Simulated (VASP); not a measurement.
Band structure of La (space group P6_3/mmc). These are PBE GGA, VASP's PBE PAW potentials (set 64) (plane waves; VASP) values and carry that method's errors.

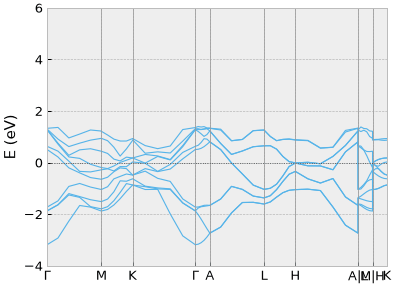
Bands along high-symmetry lines, zero at the valence-band maximum or, without a gap, the Fermi level

Task: Read the plot: is there a gap, and where are the band edges?

Result: It has no gap at this level: it comes out as a metal or semimetal.

The structure is a typed La crystal (P6_3/mmc). The cell was not relaxed at this level.
